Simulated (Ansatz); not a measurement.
# Optical response of AlBiS3 (model structure), part 2 of 2

What colour and refractive index does AlBiS3 (model structure) have at this level of theory? The structure is a model built here, which may or may not match a known phase. It was built so: All Fe replaced by Al and O replaced by S in the R-3m structure of FeBiO3.

Ansatz 0.2.0; DFT, PBE, plane-wave PAW, default files, scalar-relativistic, independent-particle optical response without local fields.

So far. Step 3 (Ground state and bands): There are states at the Fermi level within the smearing, so the occupations stay smeared and the carriers get a Drude term. The cell is left with a pressure of 0.0 GPa after its relaxation.

## 4. Spectrum

With the density converged, the vertical transitions are summed over the zone.

This step: DFT, PBE, plane-wave PAW, default files, scalar-relativistic, independent-particle optical response without local fields (Ansatz 0.2.0).

input.yaml

```yaml
crystal:
  lattice:
    - [3.3004691833, 1.9055267714, 2.6948617612]
    - [-3.3004691833, 1.9055267714, 2.6948617612]
    - [0.0, -3.8110535429, 2.6948617612]
  atoms:
    - { symbol: Bi, position: [0.0, 0.0, 0.0] }
    - { symbol: S, position: [0.5, 0.5, 0.0] }
    - { symbol: S, position: [0.5, 0.0, 0.5] }
    - { symbol: S, position: [0.0, 0.5, 0.5] }
    - { symbol: Al, position: [0.5, 0.5, 0.5] }
kpoints:
  mp_grid: { grid: [6, 6, 6] }
scf:
  occupations: { method: fermi_dirac, width: 0.1 }
hamiltonian:
  xc: pbe
  pseudopotentials: { kind: paw }
output:
  optics:
    e_range: [0, 30]
    de: 0.05
    sigma: 0.2
    drude_damping: 0.1
    nscf_kmesh: { grid: [7, 7, 7] }
    bands: auto
```

Run with:

```sh
> ansatz run input.yaml --threads 2 --pin off --max-ram 5120MiB --backend cpu --events-out ev --progress --plain --runs-dir out
```

Numbers of over 12 decimals in the logs are rounded to 6 here.

What it wrote:

```text
[...]
Crystal: 5 atoms, lattice volume = 101.690 Å³
Basis set: ecut = 420 eV, 1935 PW (Γ)
Bands: 23, of which v1, the nominal top of the filled ones, is band 18 counted from 1 (17 counted from 0)
Symmetry: 12 space group operations
[...]
k-points: 32 of 216
[...]
SCF iter   1: F=—  HF=-15641.691115 eV  |F-HF|=—  |Δ(HF+E_count)|=         —  Δρ=2.92e-3  dr2=1.73e-2  ethr=1.77e-3  ⟨swp⟩=7.0  Hψ=3829  notcnv=0
[...]
SCF iter  10: F=-15641.686497 eV  HF=-15641.686497 eV  |F-HF|=1.82e-12  |Δ(HF+E_count)|=  9.09e-12  Δρ=2.38e-8  dr2=6.90e-13  ethr=1.00e-12  ⟨swp⟩=2.2  Hψ=1467  notcnv=0
SCF 1 converged in 10 iterations: F = -15641.686497 eV  dr2 = 6.90e-13
[...]
output.optics: what the bands over the 91 summed would add to eps1, eps2 and the energy-loss function is held between a lower and an upper bound (6 Lanczos steps). eps1, eps2 and their loss function (loss_summed_bands) are given on every row as the summed bands alone make them. Along an axis, on a row where the two bounds hold the loss function to about 1 % of the greater of itself and 0.5 % of |1/eps|, its cell (loss_completed) is given, with the completed eps1 and eps2 that it is formed of (a cell that is left empty reads nan in the table and null in the record). The two bounds hold it so along every axis on all 600 rows up to 30.000 eV. [rest of the remark cut]
SCF converged after 10 iterations
Free energy (F): -15641.686497 eV
[...]
Internal energy: -15641.617535 eV  (E = F + TS)
E sigma→0 (E₀):  -15641.652016 eV
Entropy (-TS):   -0.068962 eV (-13.792 meV/atom)
Fermi energy:    8.410412 eV
[...]
--- Band table (eV; the first three rows and the last of 32) ---
  k-point 0: bands = [... 14 lower, 6.7841, 7.0914, 7.0914, 7.0915, 8.8905, 11.3170, 11.3172, 11.3172, ... 1 higher]
  k-point 1: bands = [... 14 lower, 6.4727, 6.9068, 7.0831, 7.0832, 9.7131, 10.5022, 10.9558, 10.9559, ... 1 higher]
  k-point 2: bands = [... 14 lower, 6.1099, 6.5837, 7.3016, 7.3017, 8.9466, 10.3251, 10.3253, 11.2956, ... 1 higher]
  k-point 31: bands = [... 14 lower, 6.9268, 8.6430, 8.6431, 8.6431, 11.3964, 11.3965, 11.3965, 12.7941, ... 1 higher]
```

Elapsed: 1.7 min, on 2 threads of Arm Neoverse V1, shared host; peak memory 1.2 GiB.

Numbers from this step:

- main peak of the optical conductivity above 1 eV, first axis: 6.871 eV
- centre of weight of the strongest loss peak in the window: 18.94 eV
- Drude plasma energy, first axis: 3.912 eV
- bands summed: 91
- spectra valid up to: 35.36 eV
- program's estimate of the k-sum error in Im epsilon: 0.21 %
- electrons in the f-sum: 34.41

The Im ε, any direction has structure finer than the step of the table below, so its rows give means over 2 eV, whole bins alone (the curve runs from 0.3 to 30 eV). Peaks (eV: height): 1.9: 17.8, 2.9: 18.4, 6.8: 9.55.

The Im ε, any direction by photon energy; means over each step:

```tsv
photon energy (eV)	Im ε, any direction
2	15.5
4	9.36
6	5.82
8	5.67
10	2.49
12	2.03
14	1.04
16	0.514
18	0.276
20	0.184
22	0.116
24	0.193
26	0.298
28	0.0472
```

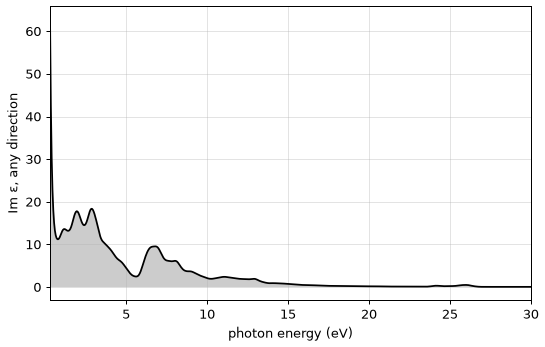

Im ε, any direction, plotted against photon energy.

The Re ε, any direction by photon energy:

```tsv
photon energy (eV)	Re ε, any direction
2.5	6.33
5.0	-1.47
7.5	-1.80
10.0	-1.79
12.5	-1.06
15.0	-0.782
17.5	-0.203
20.0	0.175
22.5	0.458
25.0	0.625
27.5	0.531
30.0	0.710
```

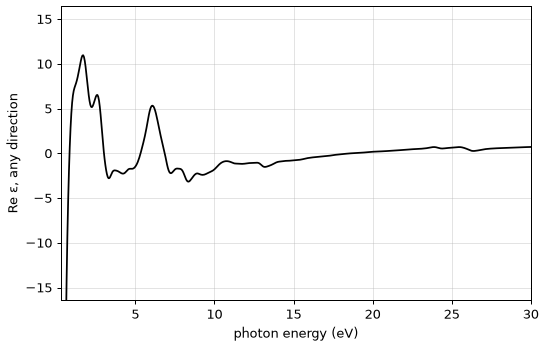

Re ε, any direction, plotted against photon energy. Below 1 eV the curve runs off the scale.

Refractive index n and extinction k against photon energy:

```tsv
photon energy (eV)	n	k
2	3.63	2.44
4	1.88	2.38
6	2.48	0.976
8	1.49	2.06
10	0.697	1.51
12	0.745	1.30
14	0.428	1.07
16	0.314	0.775
18	0.303	0.444
20	0.462	0.196
22	0.627	0.0842
24	0.841	0.166
26	0.756	0.333
28	0.760	0.0338
30	0.843	0.0293
```

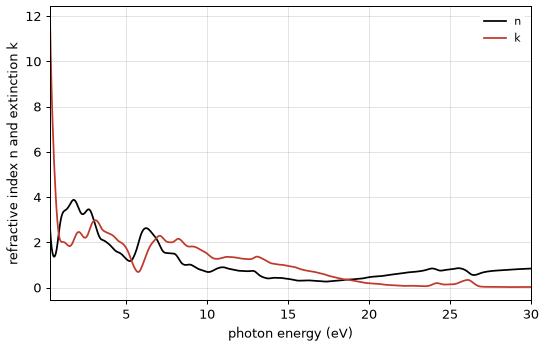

Refractive index n and extinction k, plotted against photon energy.

The reflectivity at normal incidence, any direction has structure finer than the step of the table below, so its rows give means over 2 eV, whole bins alone (the curve runs from 0.3 to 30 eV). Peaks (eV: height): 3.2: 52.2, 8.4: 49.7, 13.7: 51.2, 26.4: 9.82.

The reflectivity at normal incidence, any direction by photon energy; means over each step:

```tsv
photon energy (eV)	reflectivity at normal incidence, any direction (%)
2	44.7
4	46.0
6	28.8
8	44.8
10	41.6
12	36.4
14	46.7
16	46.1
18	35.7
20	16.4
22	5.70
24	2.07
26	4.93
28	2.06
```

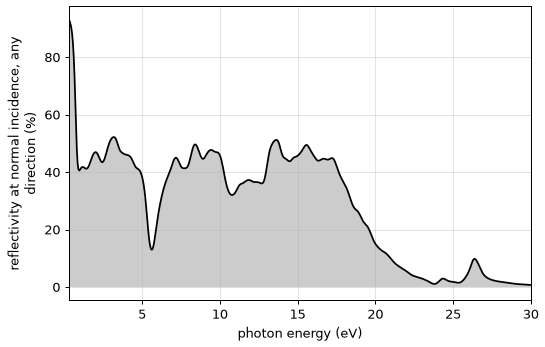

Reflectivity at normal incidence, any direction, plotted against photon energy.

Values under 1 per cm are given as 1. Absorption coefficient, any direction against photon energy:

```tsv
photon energy (eV)	absorption coefficient, any direction (1/cm)
2.500	5.6e5
5.000	8.9e5
7.500	1.5e6
10.000	1.5e6
12.500	1.6e6
15.000	1.5e6
17.500	9.4e5
20.000	4.0e5
22.500	1.9e5
25.000	3.6e5
27.500	95017
30.000	89024
```

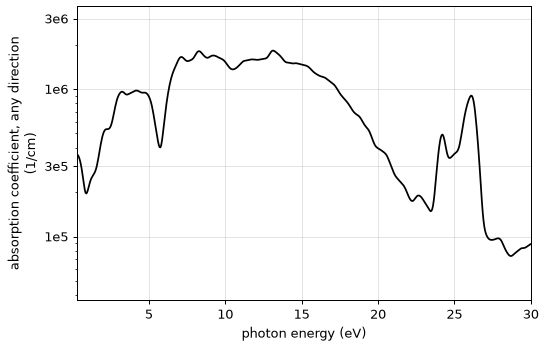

Absorption coefficient, any direction against photon energy.

From ε follow the optical constants at some laser and lamp lines:

```tsv
wavelength (nm)	n	k	R (%)	1/α
1550	2.17	2.580	48.0	48 nm
1064	3.38	2.010	41.8	42 nm
633	3.70	2.401	46.9	21 nm
365	2.19	2.729	50.3	11 nm
308	1.87	2.369	46.0	10 nm
248	1.27	1.758	38.4	11 nm
193	2.56	1.757	35.0	8.7 nm
```

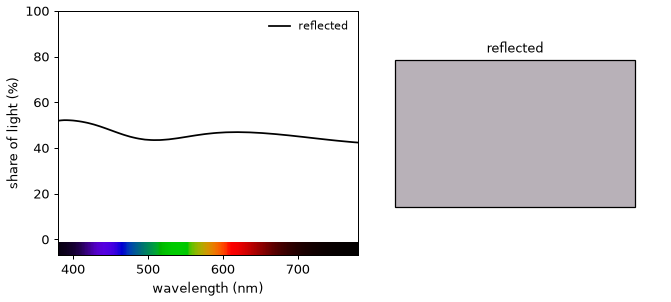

Light reflected across the visible range, with the colour that it makes of daylight (sRGB).

A polished face would reflect 45 % of daylight and look light grey (CIE x = 0.314, y = 0.321 under D65).

## 5. Results

* gap on the path: 0 eV
* main peak of the optical conductivity above 1 eV, first axis: 6.87 eV
* Drude plasma energy, first axis: 3.91 eV
* centre of weight of the strongest loss peak in the window, first axis: 18.9 eV

At this level (PBE, independent particles) AlBiS3 is a metal with a Drude plasma energy of 3.9 eV; it reflects 45 % at 550 nm. The cell shrank by 4.6 % in volume. Along x the bare Drude plasma energy is 3.9 eV; Re ε first rises through zero at 0.84 eV, far lower, because interband transitions screen the carriers. Im ε is 11 there, so the loss peak at that energy is weak. The strongest loss structure up to 30 eV has its centre of weight at 18.9 eV; a free-electron gas of the 34.4 electrons in the f-sum would put its plasmon at 21.6 eV. A polished face would reflect 45 % of daylight and look light grey (CIE x = 0.314, y = 0.321 under D65). In the base run ε includes the program's bounded estimate of what the bands above those summed add. The carriers' damping of 0.1 eV is typed, not computed; at 0.8 eV the carriers give 26 % of Im ε along the first axis; the rest comes from the sum over bands, which at low energy also holds close bands and the noise of the mesh. Spin-orbit coupling is left out although heavy atoms are present. The Fermi-Dirac width of 0.1 eV acts as an electron temperature of 1200 K in the carriers' term.

[Logs are printed without paths, hosts, clocks, repeated set-up lines and the standing remarks that a program may print on its own settings, such as how far it seeks lower states.]

[Hosts, paths, dates, database ids (printed as entryN), source tags and the programs' standing remarks are cut or masked in the printed files.]
